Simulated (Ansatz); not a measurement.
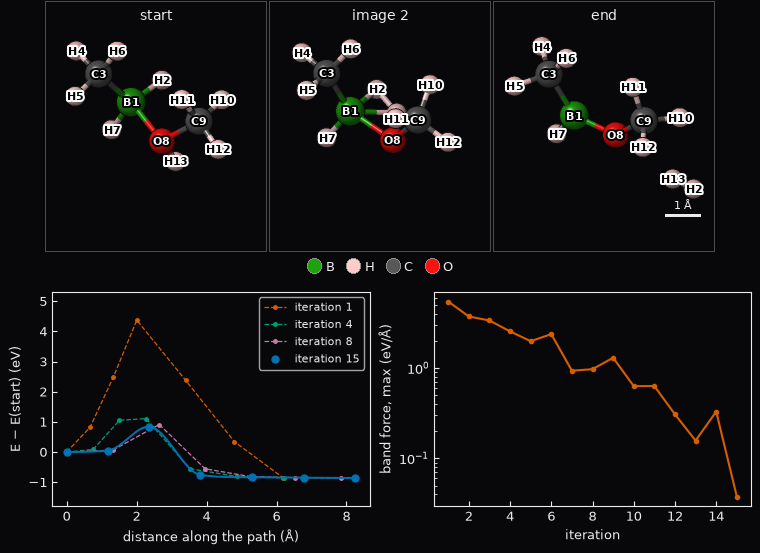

NEB run on C₂H₉BO. Images are numbered from 0 (start) to 6 (end). The plot follows the band through its iterations. The picture is a ball-and-stick view, seen from a free direction.

All numbers below come from RKS PBE/6-31G* in Ansatz 0.2.0. Settings: 5 movable images; climbing image; force threshold 0.05 eV/Å; iteration limit 60; starting path through a guess of the saddle point.

Question: Judge this run.

Answer: The result is final at these settings. The band converged in 15 iterations. The largest component of the band force went from 5.5 to 0.038 eV/Å. The climbing image converged on the top of the path. Its vibrational analysis gives one imaginary mode (1194i cm⁻¹), as a transition state must have. The first iteration put the highest image at 4.37 eV. The highest point, image 2, lies 0.84 eV above the start and 1.70 eV above the end; the end is at −0.86 eV relative to the start.

The run took 2.4 min on 1 thread of Intel(R) Xeon(R) Platinum 8488C (Sapphire Rapids), with other jobs on the host, peak memory 0.13 GiB.
